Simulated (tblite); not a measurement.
## Run report: C$_{5}$H$_{6}$GeN, geometry relaxation (part 2 of 2)

The same run, continued: C$_{5}$H$_{6}$GeN, multiplicity 2; GFN2-xTB geometry optimisation, gas phase (tblite 0.8.0). It belongs to a series of runs on one base structure; here: H removed from sp2 C.

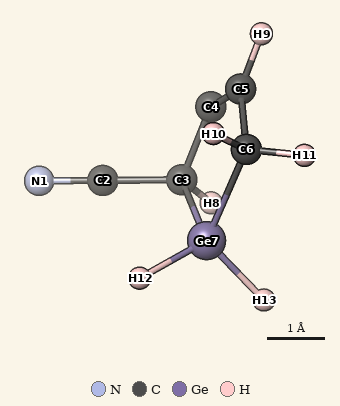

**Figure 1.** The geometry at step 53 of the log (ball-and-stick view, seen at a tilt; atoms are numbered from 1 in the order of the input).

Trajectory as extended XYZ, continued:
```
13
Properties=species:S:1:pos:R:3:forces:R:3 step=41 energy=-501.59359
N    -3.3811    0.5381    0.4366   -0.0350   0.0340  -0.0760
C    -2.3401    0.0666    0.5008    0.0460   0.0030   0.0000
C    -1.0358   -0.4992    0.6440   -0.0300   0.0050   0.0370
C    -0.5368   -1.2703   -0.4848    0.0200   0.0120  -0.0570
C     0.5627   -1.0622   -1.1505   -0.0570   0.0110   0.0190
C     1.4397    0.1245   -0.7589   -0.0590   0.0260   0.0580
Ge    0.4122    0.9834    0.7294    0.0210  -0.1030  -0.0860
H    -1.0382   -1.0863    1.5675    0.0740  -0.0260   0.0520
H     0.8949   -1.6824   -1.9679    0.0130   0.0000  -0.0100
H     1.5916    0.7847   -1.6140   -0.0190   0.0030  -0.0050
H     2.4222   -0.2239   -0.4379    0.0120  -0.0190  -0.0070
H    -0.1005    2.3723    0.4484   -0.0170  -0.0010   0.0270
H     1.1048    0.9553    2.0696    0.0300   0.0570   0.0510
13
Properties=species:S:1:pos:R:3:forces:R:3 step=45 energy=-501.59769
N    -3.3686    0.5498    0.3985    0.1210  -0.0410  -0.0670
C    -2.3323    0.0686    0.4860   -0.1030   0.0380   0.0590
C    -1.0341   -0.5044    0.6511    0.0280  -0.0280   0.0090
C    -0.5352   -1.2809   -0.4770   -0.0480   0.0110   0.0280
C     0.5591   -1.0684   -1.1475    0.0280   0.0140  -0.0240
C     1.4320    0.1244   -0.7597    0.0170  -0.0310  -0.0540
Ge    0.4143    0.9733    0.7306    0.0130   0.0740   0.1010
H    -1.0228   -1.0788    1.5840   -0.0220  -0.0160  -0.0200
H     0.8914   -1.6834   -1.9704   -0.0020   0.0130   0.0300
H     1.5637    0.7832   -1.6196    0.0030   0.0160   0.0130
H     2.4239   -0.2155   -0.4531   -0.0370  -0.0040  -0.0180
H    -0.1009    2.3716    0.4787   -0.0040  -0.0550  -0.0130
H     1.1051    0.9610    2.0808    0.0050   0.0090  -0.0440
13
Properties=species:S:1:pos:R:3:forces:R:3 step=49 energy=-501.60178
N    -3.3423    0.5678    0.3152   -0.0440   0.0120  -0.0050
C    -2.3235    0.0716    0.4765    0.1110  -0.0190  -0.0530
C    -1.0311   -0.5087    0.6696   -0.0030   0.0150   0.0170
C    -0.5303   -1.2955   -0.4516    0.0320   0.0290   0.0140
C     0.5561   -1.0753   -1.1347   -0.0090   0.0090   0.0250
C     1.4153    0.1348   -0.7764   -0.0180   0.0340   0.0480
Ge    0.4225    0.9667    0.7468   -0.0050  -0.0370  -0.0340
H    -1.0305   -1.0702    1.6091   -0.0220  -0.0450  -0.0140
H     0.9011   -1.6974   -1.9458   -0.0380  -0.0180  -0.0050
H     1.5098    0.7978   -1.6388   -0.0120  -0.0030   0.0280
H     2.4210   -0.1824   -0.4949   -0.0120  -0.0180  -0.0250
H    -0.0933    2.3619    0.5224   -0.0350   0.0340  -0.0210
H     1.1208    0.9294    2.0850    0.0570   0.0070   0.0260
13
Properties=species:S:1:pos:R:3:forces:R:3 step=53 energy=-501.60594
N    -3.2847    0.5924    0.1687   -0.0180   0.0070   0.0200
C    -2.2901    0.0853    0.4229    0.0080  -0.0050  -0.0480
C    -1.0229   -0.5113    0.7029    0.0130   0.0010  -0.0090
C    -0.5034   -1.3237   -0.3897   -0.0120  -0.0510  -0.0040
C     0.5613   -1.0932   -1.1011   -0.0130   0.0280  -0.0220
C     1.3809    0.1599   -0.7980    0.0300  -0.0270  -0.0170
Ge    0.4363    0.9538    0.7735   -0.0080   0.0440   0.0260
H    -1.0678   -1.0579    1.6485   -0.0400  -0.0060   0.0160
H     0.9011   -1.7363   -1.8993    0.0020   0.0380   0.0220
H     1.3880    0.8241   -1.6656   -0.0180  -0.0180   0.0380
H     2.4164   -0.1126   -0.5864   -0.0080   0.0190   0.0050
H    -0.0854    2.3633    0.6095    0.0160  -0.0600  -0.0050
H     1.1657    0.8566    2.0963    0.0480   0.0300  -0.0220
13
Properties=species:S:1:pos:R:3:forces:R:3 step=57 energy=-501.60780
N    -3.2863    0.5908    0.1663    0.0480  -0.0200   0.0170
C    -2.2885    0.0865    0.4153   -0.0280   0.0220  -0.0120
C    -1.0218   -0.5113    0.7019   -0.0490  -0.0250   0.0010
C    -0.5061   -1.3258   -0.3913    0.0260   0.0170   0.0180
C     0.5584   -1.0911   -1.1017    0.0020  -0.0150   0.0200
C     1.3817    0.1572   -0.7945   -0.0250   0.0240   0.0100
Ge    0.4394    0.9545    0.7798    0.0160  -0.0680  -0.0170
H    -1.0788   -1.0642    1.6444   -0.0230   0.0260   0.0010
H     0.9002   -1.7367   -1.8950    0.0190   0.0200  -0.0330
H     1.3808    0.8257   -1.6576   -0.0010  -0.0040   0.0030
H     2.4190   -0.1118   -0.5897   -0.0090   0.0000   0.0090
H    -0.0871    2.3562    0.6107   -0.0070   0.0050  -0.0130
H     1.1847    0.8705    2.0935    0.0300   0.0170  -0.0020
13
Properties=species:S:1:pos:R:3:forces:R:3 step=61 energy=-501.60964
N    -3.2602    0.6021    0.1096    0.0600  -0.0180   0.0070
C    -2.2728    0.0915    0.3860   -0.0690   0.0260   0.0080
C    -1.0235   -0.5195    0.7151    0.0120   0.0130   0.0050
C    -0.4919   -1.3442   -0.3613    0.0020  -0.0090  -0.0130
C     0.5583   -1.0960   -1.0878    0.0260  -0.0140  -0.0060
C     1.3652    0.1672   -0.7989    0.0130  -0.0080  -0.0100
Ge    0.4484    0.9403    0.7952   -0.0420   0.0270   0.0090
H    -1.1126   -1.0557    1.6635   -0.0100   0.0030   0.0100
H     0.9034   -1.7366   -1.8836    0.0080  -0.0070  -0.0210
H     1.3288    0.8361   -1.6609    0.0030  -0.0040   0.0040
H     2.4128   -0.0831   -0.6214   -0.0200   0.0050  -0.0030
H    -0.0855    2.3432    0.6359    0.0110  -0.0190   0.0090
H     1.2254    0.8550    2.0909    0.0080   0.0050   0.0000
13
Properties=species:S:1:pos:R:3:forces:R:3 step=65 energy=-501.60990
N    -3.2534    0.6051    0.0978    0.0000   0.0070   0.0020
C    -2.2706    0.0918    0.3837    0.0090  -0.0030   0.0000
C    -1.0224   -0.5201    0.7177   -0.0050  -0.0050  -0.0010
C    -0.4891   -1.3477   -0.3573    0.0010   0.0030  -0.0010
C     0.5600   -1.0991   -1.0861   -0.0030   0.0010  -0.0020
C     1.3620    0.1679   -0.8003   -0.0040   0.0020   0.0010
Ge    0.4473    0.9393    0.7979   -0.0020  -0.0040  -0.0010
H    -1.1171   -1.0530    1.6676    0.0020  -0.0030  -0.0010
H     0.9040   -1.7378   -1.8845    0.0030  -0.0030   0.0020
H     1.3195    0.8369   -1.6620    0.0000  -0.0050   0.0010
H     2.4107   -0.0780   -0.6274    0.0000   0.0040   0.0040
H    -0.0847    2.3413    0.6441   -0.0030   0.0070   0.0010
H     1.2295    0.8538    2.0911    0.0020   0.0000  -0.0060
```

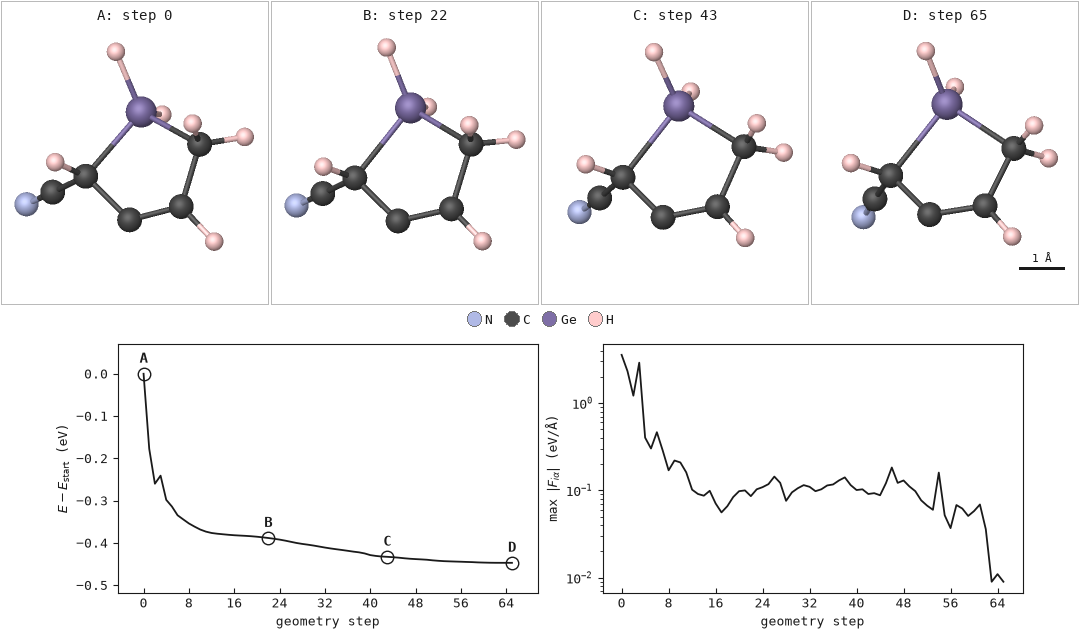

**Figure 2.** Frames of the relaxation (ball-and-stick view, seen at a tilt) above the curves, on which the letters mark them (steps are counted from 0).

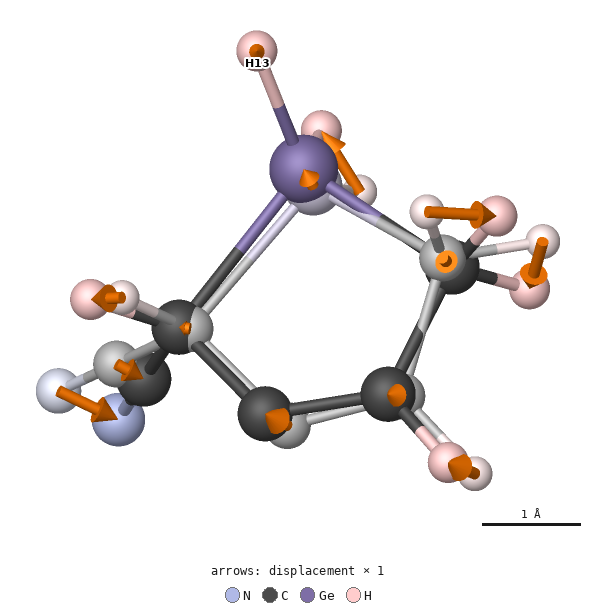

**Figure 3.** Start (faint) and end (solid) with the displacements as orange arrows, at true length (ball-and-stick view, seen at a tilt). The two geometries are laid on each other by the best rigid fit. After 65 geometry steps the energy has fallen by 0.447 eV. Largest force component: 3.6 eV/Å at the start, 0.009 eV/Å at the end. The largest move after the best rigid fit is that of H11, 0.83 Å. Largest moves by element: H 0.83 Å, N 0.70 Å, C 0.43 Å, Ge 0.25 Å. Distances before and after: C3–Ge7 1.973 → 2.073 Å, C5–C6 1.470 → 1.526 Å, C5–H9 1.133 → 1.079 Å, C2–C3 1.473 → 1.430 Å. Among the angles that change: H12–Ge7–H13 115.4° → 108.8°, Ge7–C6–H11 108.3° → 113.6°, H10–C6–H11 112.5° → 107.5°. (Atoms are counted from 1 in the order of the input.)

This output came from the following input.

Input:
```
{"job": {"kind": "relax", "xc": "GFN2-xTB", "basis": "xTB"}, "charge": 0, "multiplicity": 2}
N     -3.377100     0.452000     0.777100
C     -2.313100     0.030300     0.706100
C     -0.947500    -0.515800     0.630000
C     -0.614600    -1.074900    -0.670100
C      0.495300    -0.878800    -1.249500
C      1.502700    -0.013100    -0.620600
Ge     0.332900     0.984800     0.587900
H     -0.746600    -1.166400     1.496900
H      0.730100    -1.342000    -2.256800
H      1.998000     0.677500    -1.329600
H      2.234600    -0.588700    -0.003200
H     -0.249100     2.226400    -0.075600
H      0.950100     1.209300     1.989800
```

The first line tells a small driver script what to run in tblite; the rest is the geometry in Å.

Launched with:
```bash
OMP_NUM_THREADS=1 python <driver script> task.json out
```

Key numbers:

| quantity | value |
| --- | --- |
| outcome | converged |
| total energy | −501.6099 eV |
| hardware | 1 CPU thread, shared host |
| peak memory | 0.18 GiB |
